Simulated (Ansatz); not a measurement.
**MoS2 with a defect (Si on a Mo site): a single-point run**

Wanted: field gradients for MoS2 with a defect (Si on a Mo site).

Method: DFT, PBE, plane-wave PAW, default files, scalar-relativistic, in Ansatz 0.2.0.

## (1) The starting structure

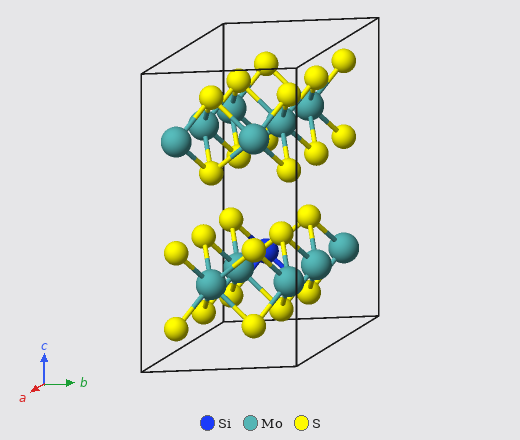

Start, viewed slightly off an axis; silicon blue, molybdenum teal, sulfur yellow.

Structure file:

```
CELL_PARAMETERS angstrom
9.50700 0.00000 0.00000
-3.16900 5.48887 0.00000
0.00000 0.00000 12.32400
ATOMIC_POSITIONS crystal
Si 0.11111 0.33333 0.25000
Mo 0.11111 0.83333 0.25000
Mo 0.44444 0.33333 0.25000
Mo 0.44444 0.83333 0.25000
Mo 0.77778 0.33333 0.25000
Mo 0.77778 0.83333 0.25000
Mo 0.22222 0.16667 0.75000
Mo 0.22222 0.66667 0.75000
Mo 0.55556 0.16667 0.75000
Mo 0.55556 0.66667 0.75000
Mo 0.88889 0.16667 0.75000
Mo 0.88889 0.66667 0.75000
S 0.11111 0.33333 0.62300
S 0.11111 0.83333 0.62300
S 0.44444 0.33333 0.62300
S 0.44444 0.83333 0.62300
S 0.77778 0.33333 0.62300
S 0.77778 0.83333 0.62300
S 0.22222 0.16667 0.12300
S 0.22222 0.66667 0.12300
S 0.55556 0.16667 0.12300
S 0.55556 0.66667 0.12300
S 0.88889 0.16667 0.12300
S 0.88889 0.66667 0.12300
S 0.11111 0.33333 0.87700
S 0.11111 0.83333 0.87700
S 0.44444 0.33333 0.87700
S 0.44444 0.83333 0.87700
S 0.77778 0.33333 0.87700
S 0.77778 0.83333 0.87700
S 0.22222 0.16667 0.37700
S 0.22222 0.66667 0.37700
S 0.55556 0.16667 0.37700
S 0.55556 0.66667 0.37700
S 0.88889 0.16667 0.37700
S 0.88889 0.66667 0.37700
```

## (2) The calculation

input.yaml reads:

```yaml
crystal:
  lattice:
    - [9.507, 0.0, 0.0]
    - [-3.169, 5.4888690092, 0.0]
    - [0.0, 0.0, 12.324]
  atoms:
    - { symbol: Si, position: [0.1111111111, 0.3333333334, 0.25] }
    - { symbol: Mo, position: [0.1111111111, 0.8333333334, 0.25] }
    - { symbol: Mo, position: [0.4444444444, 0.3333333334, 0.25] }
    - { symbol: Mo, position: [0.4444444444, 0.8333333334, 0.25] }
    - { symbol: Mo, position: [0.7777777778, 0.3333333334, 0.25] }
    - { symbol: Mo, position: [0.7777777778, 0.8333333334, 0.25] }
    - { symbol: Mo, position: [0.2222222222, 0.1666666666, 0.75] }
    - { symbol: Mo, position: [0.2222222222, 0.6666666666, 0.75] }
    - { symbol: Mo, position: [0.5555555556, 0.1666666666, 0.75] }
    - { symbol: Mo, position: [0.5555555556, 0.6666666666, 0.75] }
    - { symbol: Mo, position: [0.8888888889, 0.1666666666, 0.75] }
    - { symbol: Mo, position: [0.8888888889, 0.6666666666, 0.75] }
    - { symbol: S, position: [0.1111111111, 0.3333333334, 0.623] }
    - { symbol: S, position: [0.1111111111, 0.8333333334, 0.623] }
    - { symbol: S, position: [0.4444444444, 0.3333333334, 0.623] }
    - { symbol: S, position: [0.4444444444, 0.8333333334, 0.623] }
    - { symbol: S, position: [0.7777777778, 0.3333333334, 0.623] }
    - { symbol: S, position: [0.7777777778, 0.8333333334, 0.623] }
    - { symbol: S, position: [0.2222222222, 0.1666666666, 0.123] }
    - { symbol: S, position: [0.2222222222, 0.6666666666, 0.123] }
    - { symbol: S, position: [0.5555555556, 0.1666666666, 0.123] }
    - { symbol: S, position: [0.5555555556, 0.6666666666, 0.123] }
    - { symbol: S, position: [0.8888888889, 0.1666666666, 0.123] }
    - { symbol: S, position: [0.8888888889, 0.6666666666, 0.123] }
    - { symbol: S, position: [0.1111111111, 0.3333333334, 0.877] }
    - { symbol: S, position: [0.1111111111, 0.8333333334, 0.877] }
    - { symbol: S, position: [0.4444444444, 0.3333333334, 0.877] }
    - { symbol: S, position: [0.4444444444, 0.8333333334, 0.877] }
    - { symbol: S, position: [0.7777777778, 0.3333333334, 0.877] }
    - { symbol: S, position: [0.7777777778, 0.8333333334, 0.877] }
    - { symbol: S, position: [0.2222222222, 0.1666666666, 0.377] }
    - { symbol: S, position: [0.2222222222, 0.6666666666, 0.377] }
    - { symbol: S, position: [0.5555555556, 0.1666666666, 0.377] }
    - { symbol: S, position: [0.5555555556, 0.6666666666, 0.377] }
    - { symbol: S, position: [0.8888888889, 0.1666666666, 0.377] }
    - { symbol: S, position: [0.8888888889, 0.6666666666, 0.377] }
kpoints:
  mp_grid: { grid: [3, 4, 2] }
scf:
  occupations: { method: fermi_dirac, width: 0.01 }
  max_iter: 80
hamiltonian:
  xc: pbe
  pseudopotentials: { kind: paw }
output:
  forces: true
  stress: true
  populations: true
  efg:
    quadrupole_moments_barn: { Mo: -0.022, S: -0.0694 }
    contact_densities: true
ENCUT: 60
```

On the command line:

```sh
ansatz run input.yaml --threads 4 --pin off --max-ram 8192MiB --backend cpu --events-out ev --progress --plain --runs-dir out
```

What it wrote:

```text
Error: YAML parse error: error: line 58 column 1: unknown field `ENCUT`, expected one of crystal, accuracy, basis, kpoints, hamiltonian, magnetization, projection, total_charge, correlation, batch, efield, external_charges, scf, relax, neb, saddle, md, ramp, phonons, dielectric, real_time, elastic, magnetic_configurations, gw, evaluate, workflow, output, checkpoint, execution
  --> <input>:58:1
   |
56 |     quadrupole_moments_barn: { Mo: -0.022, S: -0.0694 }
57 |     contact_densities: true
58 | ENCUT: 60
   | ^ unknown field `ENCUT`, expected one of crystal, accuracy, basis, kpoints, hamiltonian, magnetization, projection, total_charge, correlation, batch, efield, external_charges, scf, relax, neb, saddle, md, ramp, phonons, dielectric, real_time, elastic, magnetic_configurations, gw, evaluate, workflow, output, checkpoint, execution
```

Run time: 0.03 s. Hardware: 4 threads of Arm Neoverse V2, shared host; peak memory 0.021 GiB.

## (3) Diagnosis

Nothing was computed: the input was turned down at the start. Its message: «line 58 column 1: unknown field `ENCUT`, expected one of crystal, accuracy, basis, kpoints, hamiltonian, magnetization, ...»

The suspect setting: ENCUT is 60. A setting was typed under another program's name, or in the wrong section.

Fix: delete ENCUT.

## (4) Again, with the input mended

Besides the cure, the input differs in scf.max_iter, output requests.

Edit input.yaml of step 2 so:

```diff
@@ -46,3 +46,2 @@
   occupations: { method: fermi_dirac, width: 0.01 }
-  max_iter: 80
 hamiltonian:
@@ -57,2 +56,5 @@
     contact_densities: true
-ENCUT: 60
+  write_density: true
+  write_potential: true
+  elf: true
+  volumetric_format: npy
```

On the command line:

```sh
ansatz run input.yaml --threads 4 --pin off --max-ram 8192MiB --backend cpu --events-out ev --progress --plain --runs-dir out
```

From the output:

```text
[...]
Basis set: ecut = 420 eV, 12541 PW (Γ), exchange–correlation on 128×90×180 points (8 copies of the dense FFT grid, shifted against one another)
[...]
k-points: 14 of 24 (time reversal used)
[...]
SCF iter   1: F=—  HF=-76828.615051 eV  |F-HF|=—  |Δ(HF+E_count)|=         —  Δρ=6.49e-3  dr2=3.34e-1  ethr=1.77e-3  ⟨swp⟩=6.0  Hψ=9895  notcnv=0  defer=11
preconditioner: auto → LDOS  [metal: Δε(μ)=0.018 eV  Ē_g=7.760 eV  σ=0.010 eV  W_gap=0.40  n_scr=158 (ndim 8)  ℏωp=21.4 eV  f_vac=0.014  D(μ)=11.93/eV (n_scr^D=62)  β→1.0]
SCF iter   2: F=—  HF=-76828.695801 eV  |F-HF|=—  |Δ(HF+E_count)|=   8.07e-2  Δρ=4.07e-3  dr2=3.92e-1  ethr=1.11e-4  ⟨swp⟩=3.0  Hψ=4602  notcnv=0  defer=390
[...]
SCF iter  21: F=—  HF=-76828.648672 eV  |F-HF|=—  |Δ(HF+E_count)|=   3.65e-9  Δρ=2.60e-6  dr2=1.05e-7  ethr=3.31e-11  ⟨swp⟩=12.6  Hψ=18007  notcnv=0
SCF iter  22: F=-76828.648672 eV  HF=-76828.648672 eV  |F-HF|=3.28e-8  |Δ(HF+E_count)|=   8.61e-9  Δρ=1.84e-6  dr2=4.02e-8  ethr=3.31e-11  ⟨swp⟩=7.4  Hψ=13936  notcnv=0
[...]
SCF converged after 22 iterations
Free energy (F): -76828.648672 eV
[...]
E sigma→0 (E₀):  -76828.646811 eV
[...]
Fermi energy:    10.428998 eV
[...]
  P = ⅓ Tr σ = 2.0415 GPa (20.415 kbar)
[...]
```

Run time: 2 min. Hardware: 4 threads of Arm Neoverse V2, shared host; peak memory 3 GiB.

Site by site (atoms counted from 1): 11 of 24, those nearest the defect, the farthest of each element and the two largest gradients.

| site | atoms | distance from the defect (Å) | V_zz (10²¹ V/m²) | η | C_Q (MHz) |
| --- | --- | --- | --- | --- | --- |
| Si | 1 | 0.00 | -1.65 | 0.12 | – |
| S23 | 23, 35 | 2.41 | -3.77 | 0.23 | 6.33 (³³S) |
| S20 | 20, 32 | 2.41 | -3.37 | 0.18 | 5.65 (³³S) |
| S19 | 19, 31 | 2.41 | -3.51 | 0.14 | 5.89 (³³S) |
| Mo3 | 3 | 3.17 | -9.75 | 0.16 | 5.19 (⁹⁵Mo) |
| Mo5 | 5 | 3.17 | -9.92 | 0.34 | 5.28 (⁹⁵Mo) |
| Mo4 | 4 | 3.17 | -8.99 | 0.31 | 4.78 (⁹⁵Mo) |
| Mo6 | 6 | 3.17 | -9.47 | 0.36 | 5.04 (⁹⁵Mo) |
| Mo2 | 2 | 3.17 | -10.23 | 0.34 | 5.44 (⁹⁵Mo) |
| S14 | 14, 26 | 5.58 | -5.14 | 0.01 | 8.63 (³³S) |
| Mo9 | 9 | 7.84 | -7.49 | 0.02 | 3.98 (⁹⁵Mo) |

V_zz is the principal component of the electric field gradient with the largest magnitude, η = (V_xx − V_yy)/V_zz and C_Q = eQV_zz/h. Q values from Pyykkö, Mol. Phys. 116, 1328 (2018). A dash under C_Q marks elements without a common quadrupolar isotope.

## (5) Summary of results

```
                           quantity                                      value
                          first try                                    refused
                              cause  a key that the program doesn't have there
                         second try                   converged, 22 SCF cycles
energy (zero set by the potentials)                             -76828.6487 eV
                           pressure                                   2.04 GPa
                    gap on the mesh                  none (metal on this mesh)
                      largest force                                 1.072 eV/Å
               largest V_zz in size                   10.23 × 10²¹ V/m² at Mo2
```

In words: The mended input goes through in 22 SCF cycles. The largest force in the second run is 1.072 eV/Å, so the atoms are not at their relaxed places.
